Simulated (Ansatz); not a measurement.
**HF (hydrogen fluoride): BCCD(T)/cc-pVDZ**

What is the vertical singlet–triplet gap of HF (hydrogen fluoride) at BCCD(T)/cc-pVDZ? 

The calculation is run with Ansatz 0.2.0.

57 further runs of the same task are left out: 1 that didn't finish, 56 set aside as unsound or not needed.

### Step 1. The structure to begin with

HF has 2 atoms, charge 0, and is taken as a singlet. SMILES: `F`. The shape is that of a PBE0-D4/def2-TZVP optimisation.

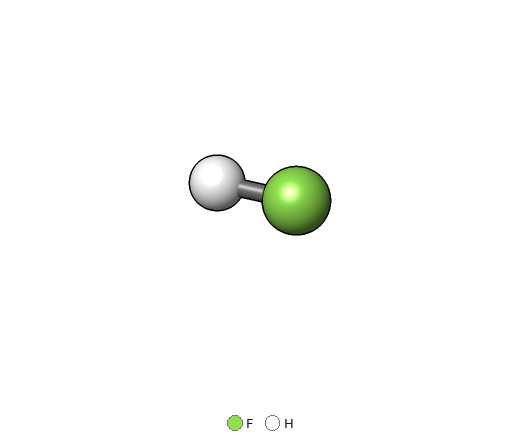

The structure, seen from a chosen angle (fluorine green, hydrogen white).

### Step 2. A single-point energy at BCCD(T)/cc-pVDZ

The input, molecule.yaml:

```yaml
crystal:
  periodic: [false, false, false]
  atoms:
    - symbol: F
      position_ang: [-0.390000, 0.144600, -0.196400]
    - symbol: H
      position_ang: [0.390000, -0.144600, 0.196400]
basis:
  gaussian:
    orbitals: cc-pVDZ
correlation:
  method: bccd_t
  frozen_orbitals: {F: 1, H: 0}
accuracy: high
scf:
  omitted_lower_state_checks: [cluster_reference, increment]
```

Started as:

```console
$ ansatz run molecule.yaml --threads 1 --pin off --max-ram 2610MiB --events-out events.jsonl --progress --plain --runs-dir runs
```

The log of the run (excerpt; [...] marks lines left out):

```text
Warning: RAYON_NUM_THREADS=1 ignored (pool sized by the plan → 1); use --threads N
Functional definition: HF
  name "HF"
[...]
301 factors; integrals over basis functions are off by at most 3.4e-9 eV
[...]
mean field -2721.66354935 eV, -100.0192906287 hartree, gradient 5.0e-8 eV, S^2 0.000000; 0 other end points of the search recorded, 0 dependent functions left out
1 core orbitals not correlated: weight in the atoms' cores, before any rotation towards them, 1.000 or more for the frozen orbitals, at most 0.000 for the correlated occupied ones
reference -2721.66354935 eV, -100.0192906287 hartree; 4, 4 occupied and 14, 14 virtual orbitals, 301 factors
second order -5.49005881 eV of doubles, -0.00000000 eV of singles
cycle   1  -5.54116624 eV  change   -5.1e-2 eV  update   2.9e-2
[...]
cycle  17  -5.62730715 eV  change  -2.2e-10 eV  update  8.3e-11
perturbative correction -0.05643154 eV, -0.0020738210 hartree
Total energy: -2727.34728804 eV, -100.2281641732 hartree
Checks for a lower state left out: cluster_reference, increment
```

Wall time 0.2 s (1 thread of Arm Neoverse V2, shared host).

### Step 3. The triplet

The input, molecule.yaml:

```yaml
crystal:
  periodic: [false, false, false]
  atoms:
    - {symbol: F, position_ang: [-0.390000, 0.144600, -0.196400]}
    - {symbol: H, position_ang: [0.390000, -0.144600, 0.196400]}
basis:
  gaussian:
    orbitals: cc-pVDZ
magnetization:
  spin_polarized: true
  initial_magnetization: 2
correlation:
  method: bccd_t
  frozen_orbitals: {F: 1, H: 0}
accuracy: high
scf:
  omitted_lower_state_checks: [cluster_reference, increment]
```

Started as:

```console
$ ansatz run molecule.yaml --threads 1 --pin off --max-ram 2610MiB --events-out events.jsonl --progress --plain --runs-dir runs
```

The log of the run (excerpt; [...] marks lines left out):

```text
Warning: RAYON_NUM_THREADS=1 ignored (pool sized by the plan → 1); use --threads N
[... 2 set-up lines as earlier in the session ...]
[...]
301 factors; integrals over basis functions are off by at most 3.4e-9 eV
[...]
mean field -2712.65263837 eV, -99.6881457581 hartree, gradient 2.1e-8 eV, S^2 2.003236; 2 other end points of the search recorded, 0 dependent functions left out
1 core orbitals not correlated: weight in the atoms' cores, before any rotation towards them, 1.000 or more for the frozen orbitals, at most 0.000 for the correlated occupied ones
reference -2712.65263837 eV, -99.6881457581 hartree; 5, 3 occupied and 13, 15 virtual orbitals, 301 factors
second order -4.14360022 eV of doubles, -0.00000000 eV of singles
cycle   1  -4.40636103 eV  change   -2.6e-1 eV  update   2.5e-2
[...]
cycle  17  -4.48175289 eV  change  -5.7e-10 eV  update  4.4e-10
perturbative correction -0.04491950 eV, -0.0016507611 hartree
Total energy: -2717.17931076 eV, -99.8544979001 hartree
Checks for a lower state left out: cluster_reference, increment
```

Wall time 0.4 s (1 thread of Arm Neoverse V2, shared host).

### Step 4. What came out

At BCCD(T)/cc-pVDZ, 1 core orbital frozen:

| quantity | value |
| --- | --- |
| singlet: total energy | -100.22816 Eh |
| singlet: correlation energy (1 core orbital frozen) | -208.9 mEh |
| singlet: (T) correction | -2.07 mEh |
| triplet: total energy | -99.85450 Eh |
| triplet: correlation energy (1 core orbital frozen) | -166.4 mEh |
| triplet: (T) correction | -1.65 mEh |
| triplet: ⟨S²⟩ of the reference determinant | 2.003 |
| vertical energy of the triplet above the singlet | 10.168 eV |

**Reading.** At this shape the triplet lies 10.17 eV (234 kcal/mol) above the singlet. The triples (singlet) make up 1.0 % of the correlation energy. The triples (triplet) make up 1.0 % of the correlation energy.
